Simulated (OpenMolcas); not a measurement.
# CF+: a line through the functionals

The species is CF+ (2 atoms), meant as a singlet with charge +1. As SMILES, `[C+]F`. The coordinates come from a PBE0-D4/def2-TZVP relaxation.

The HOMO–LUMO gap y, in eV, basis aug-cc-pVTZ; a is the functional's share of exact exchange. Programs: OpenMolcas 26.06.

| functional | program | a | y (eV) |
| --- | --- | --- | --- |
| PBE | OpenMolcas | 0 | 6.20 |
| revPBE | OpenMolcas | 0 | 6.30 |
| B3LYP | OpenMolcas | 0.2 | 8.81 |
| PBE0 | OpenMolcas | 0.25 | ? |
| BHLYP | OpenMolcas | 0.5 | 12.70 |

Problem. Fit y = c + s·a to the known rows and predict PBE0.

Solution. 
1. Means of the 4 rows: a = 0.1750, y = 8.502.
2. Σ(Δa)² = 0.1675, Σ(Δa·Δy) = 2.1602, so the slope is 2.1602/0.1675 = 12.897.
3. Intercept: 8.502 − (12.897) × 0.1750 = 6.245. The largest residual of the fit is 0.055.
4. PBE0: 6.245 + (12.897) × 0.25 = 9.47 eV.

The run gave 9.46 eV, so the prediction is off by +0.01 eV, within the scatter of the fit. Exact exchange lowers occupied levels and raises empty ones. The rows mix families of semi-local functionals, which the line can't see.

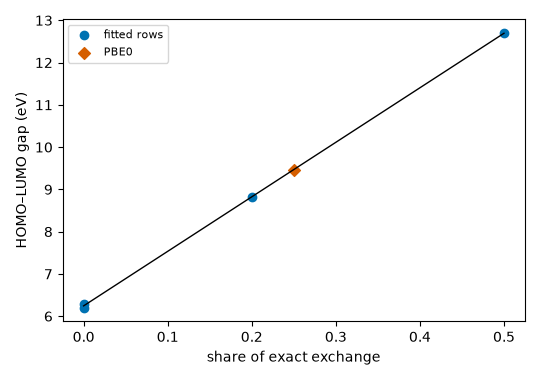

The fitted line, with the withheld row.
